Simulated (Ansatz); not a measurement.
H$_{2}$LiMgN

```xyz
5

Li   -2.8606    1.6734    3.1860
Mg   -1.0112    0.6667    1.4378
N     0.2860   -0.0407    0.2094
H     0.0925   -0.4928   -0.6806
H     1.2962   -0.0330    0.3254
```

Geometry: B3LYP/6-31G*.

The calculation used Ansatz, isolated molecule in a Gaussian basis; Kohn-Sham density functional theory, functional PBE0.

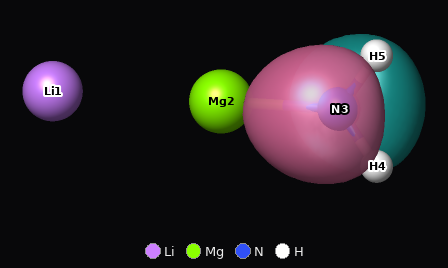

Figure 1. The HOMO−1 at ±0.15 Å⁻³ᐟ² (teal and pink are the two phases), seen at a tilt.

What is the character of this orbital?

Answer. By Hirshfeld shares it lies mainly on N3 (about 75 %), H4 (about 5 %) and H5 (about 5 %); it changes sign across the molecular plane (π type). Its energy is −5.40 eV.

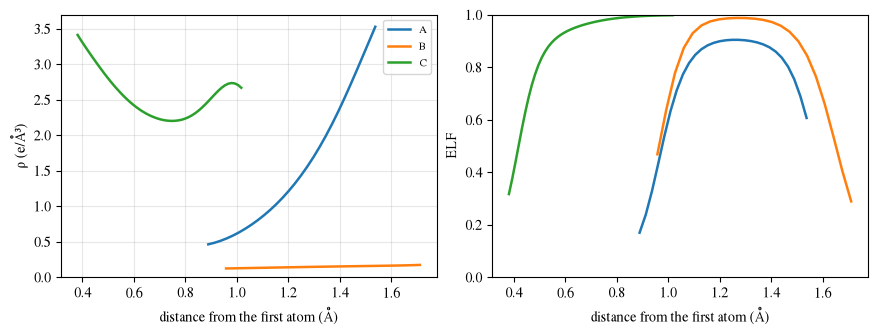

Figure 2. Total electron density and electron localisation function along straight lines between neighbouring atoms. The curves leave out the atomic cores.

Which curve belongs to which contact (Li–Mg, Mg–N and N–H)? The first atom named is at distance zero.

Answer. Curve A: Mg–N (1.92 Å): ρ at the midpoint is about 0.55 e/Å³; the ELF peaks at about 0.90 in the valence shell of N, 0.7 Å from its nucleus, and falls to about 0.05 next to Mg (a closed-shell, largely ionic contact). Curve B: Li–Mg (2.74 Å): ρ at the midpoint is about 0.15 e/Å³; the ELF peaks at about 1 between the atoms. Curve C: N–H (1.02 Å): the density is about 2.8 e/Å³ at the midpoint; the ELF climbs to about 1 towards the hydrogen, as it does in any bond to H: a covalent bond by its length.
